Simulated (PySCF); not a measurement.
# C₂H₆F₂O₂Si₂: electronic excitations

Aim: predict the electronic excitations of C₂H₆F₂O₂Si₂ (`FC[C@@H]1O[Si@H](F)O[SiH2]1`).

Programs: PySCF 2.14.0, with density-fitted response routines of our own. Each step states its level of theory. These are calculated values for one molecule in the gas phase, unless marked as measured. Atoms count from 0, in the outputs and in this text.

### 1 Starting geometry

14 atoms, charge 0, multiplicity 1; geometry from: GFN2-xTB.

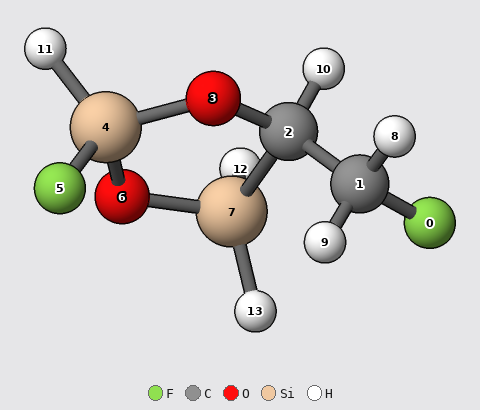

The starting geometry (fluorine green, carbon grey, oxygen red, silicon light orange, hydrogen white), atoms numbered.

### 2 Excited states and response: wB97X-D/def2-SVPD

What the job is given:

```
{"job": {"kind": "uv", "xc": "wB97X-D", "basis": "def2-SVPD", "nstates": 8, "ntriplets": 3}, "charge": 0, "multiplicity": 1}
F     -2.470456    -0.983646     0.696426
C     -1.807346     0.192669     0.444658
C     -0.323798     0.012587     0.748393
O      0.348287     1.210388     0.379778
Si     1.601126     1.098050    -0.634944
F      1.279824     1.923811    -1.962080
O      1.608049    -0.491898    -1.000933
Si     0.498594    -1.430233    -0.254467
H     -2.266437     0.965475     1.069431
H     -1.956628     0.433517    -0.612253
H     -0.203230    -0.106496     1.831689
H      2.865836     1.494852    -0.082471
H      1.206563    -2.344379     0.628056
H     -0.381061    -1.975170    -1.273450
```

Method: TDDFT wB97X-D/def2-SVPD, vertical, gas phase, core orbitals frozen in the response.

Started as:

```
> OMP_NUM_THREADS=1 python probes_run.py task.json out
```

The driver reads the jobs from task.json and runs them one after another.

The log of the run:

```text
coarse grid: 13488 points
cycle   1  E = -1008.1266944804  dE =  1.282e+00  |g| = 1.083e+00  |ddm| = 5.448e+00
cycle   2  E = -1008.0676711218  dE =  5.902e-02  |g| = 1.270e+00  |ddm| = 3.471e+00
cycle   3  E = -1008.3450228028  dE = -2.774e-01  |g| = 6.171e-02  |ddm| = 1.524e+00
cycle   4  E = -1008.3456992579  dE = -6.765e-04  |g| = 3.845e-02  |ddm| = 1.835e-01
cycle   5  E = -1008.3459585823  dE = -2.593e-04  |g| = 1.175e-02  |ddm| = 6.330e-02
cycle   6  E = -1008.3459841704  dE = -2.559e-05  |g| = 1.880e-03  |ddm| = 3.028e-02
cycle   7  E = -1008.3459850691  dE = -8.987e-07  |g| = 8.407e-04  |ddm| = 5.655e-03
final grid: 124128 points
cycle   8  E = -1008.4893327796  dE = -1.034e-04  |g| = 7.739e-03  |ddm| = 1.783e-01
cycle   9  E = -1008.4893324606  dE =  3.190e-07  |g| = 8.811e-03  |ddm| = 2.751e-02
cycle  10  E = -1008.4893440308  dE = -1.157e-05  |g| = 3.942e-04  |ddm| = 6.392e-03
cycle  11  E = -1008.4893441010  dE = -7.018e-08  |g| = 2.357e-04  |ddm| = 2.720e-03
cycle  12  E = -1008.4893441124  dE = -1.142e-08  |g| = 8.545e-05  |ddm| = 5.320e-04
cycle  13  E = -1008.4893441140  dE = -1.590e-09  |g| = 1.917e-05  |ddm| = 1.775e-04
cycle  14  E = -1008.4893441142  dE = -1.278e-10  |g| = 5.992e-06  |ddm| = 7.243e-05
converged SCF energy = -1008.4893441142

Static polarisability (au): isotropic 72.361, principal 65.055 73.529 78.500

Singlet excitations
state   eV       nm        f      main configurations
  1   7.1918    172.4   0.01751   H->L 0.93
  2   7.7155    160.7   0.00412   H-1->L 0.81, H-2->L 0.12
  3   8.1720    151.7   0.00814   H-2->L 0.44, H->L+1 0.34
  4   8.1947    151.3   0.00875   H->L+1 0.54, H-2->L 0.30
  5   8.5769    144.6   0.01481   H->L+4 0.28, H->L+2 0.17, H-1->L+1 0.13
  6   8.6087    144.0   0.00810   H-1->L+1 0.39, H->L+2 0.26, H->L+4 0.08
  7   8.7205    142.2   0.02006   H->L+3 0.42, H-1->L+1 0.22
  8   8.9566    138.4   0.01044   H-1->L+2 0.36, H-1->L+4 0.20, H-1->L+3 0.14

Triplet excitations (Tamm-Dancoff, eV): 6.7636 7.4165 7.8100
```

Wall time 70 s (1 thread of Arm Neoverse V1, shared host); peak memory 0.95 GiB.

The orbitals next to the gap, with their largest atomic shares:

```
orbital      eV                         atoms
 HOMO−3  -12.10     F0 29 %, O3 24 %, C1 15 %
 HOMO−2  -11.41   O6 34 %, Si7 17 %, H13 11 %
 HOMO−1  -10.85     O3 38 %, C2 14 %, C1 10 %
   HOMO  -10.40    C2 29 %, O3 18 %, Si7 18 %
   LUMO    1.50  Si7 33 %, Si4 10 %, H12 10 %
 LUMO+1    2.11   Si7 28 %, C1 10 %, H12 10 %
 LUMO+2    2.42   Si7 29 %, O6 12 %, Si4 10 %
```

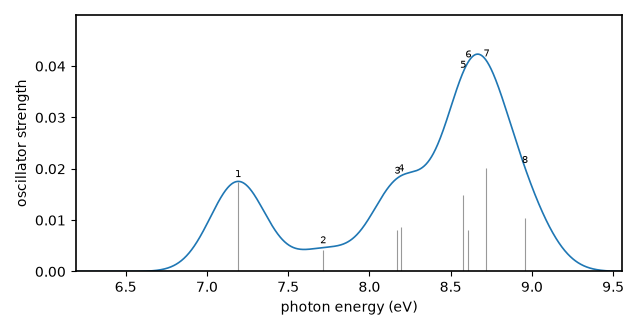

Absorption spectrum from the 8 singlet states computed; above the last one it falls off for lack of states. Lines are broadened to a width of 0.40 eV (Gaussian).

Ground-state properties from the same run:

| property | computed |
| --- | --- |
| dipole moment (D) | 1.55 |
| polarisability (Å³) | 10.72 |
| HOMO–LUMO gap (eV) | 11.89 |
| −ε(HOMO) (eV) | 10.40 |

### 3 Summary of results

```
                                quantity                        value
      lowest singlet (wB97X-D/def2-SVPD)  7.19 eV (172 nm), f = 0.018
brightest single state of those computed  state 7, 8.72 eV, f = 0.020
                          lowest triplet                      6.76 eV
```

**Reading.** The first singlet state (HOMO→LUMO 0.93) lies at 7.19 eV and is weak; of the 8 states computed, the strongest absorption comes from state 7 at 8.72 eV. The lowest triplet lies 0.43 eV below the lowest singlet (triplets in Tamm-Dancoff, singlets in full TDDFT).
